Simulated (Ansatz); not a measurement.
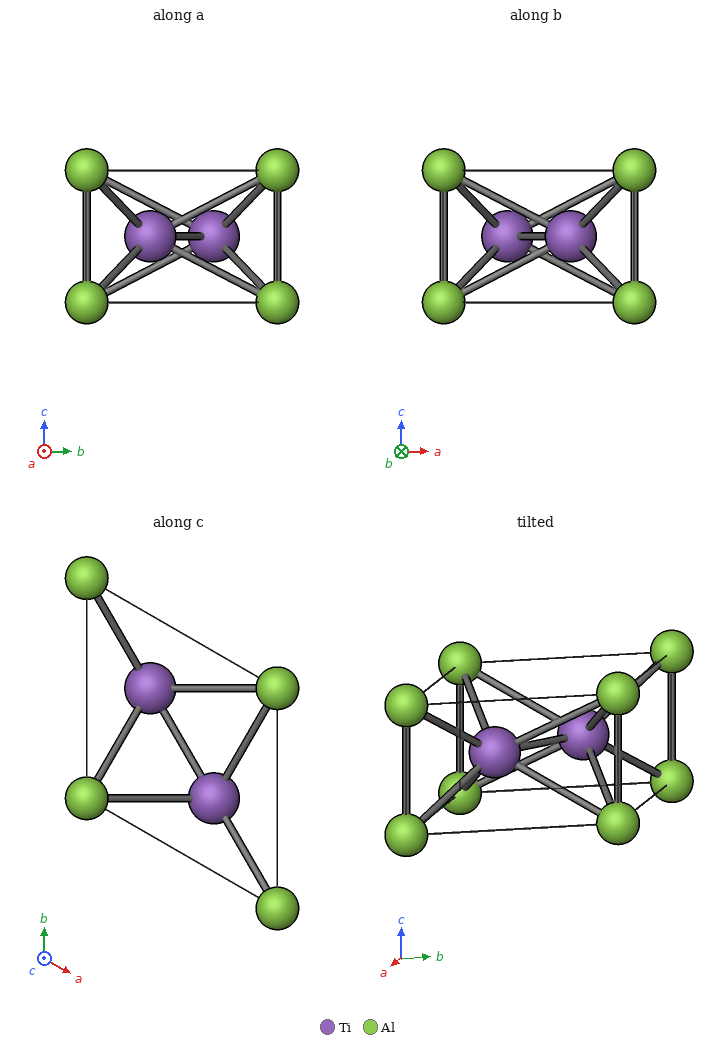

This ball-and-stick model is shown along the a axis, along the b axis, along the c axis and slightly off an axis. The box is the conventional unit cell; atoms on or close to its faces, edges and corners are drawn wherever they repeat.

Lattice parameters: a = 4.5430 Å, b = 4.5430 Å, c = 2.7290 Å, α = 90.000°, β = 90.000°, γ = 120.000°.

Question: Transcribe the picture into a CIF with its space group and independent sites.

Answer:
```cif
data_structure
_symmetry_space_group_name_H-M 'P 6/m m m'
_symmetry_Int_Tables_number 191
_cell_length_a 4.5430
_cell_length_b 4.5430
_cell_length_c 2.7290
_cell_angle_alpha 90.000
_cell_angle_beta 90.000
_cell_angle_gamma 120.000
_cell_volume 48.78
loop_
_atom_site_label
_atom_site_type_symbol
_atom_site_symmetry_multiplicity
_atom_site_Wyckoff_symbol
_atom_site_fract_x
_atom_site_fract_y
_atom_site_fract_z
_atom_site_occupancy
Ti1 Ti 2 d 0.3333 0.6667 0.5000 1
Al1 Al 1 a 0.0000 0.0000 0.0000 1
```

It derives from a structure type filled with these elements by a generator (whether the compound takes this form wasn't checked). Earlier steps of the study, as a rule a relaxation of our own, may have changed the cell and positions, so they can lie some per cent off the listed ones. It went into a calculation with Ansatz.
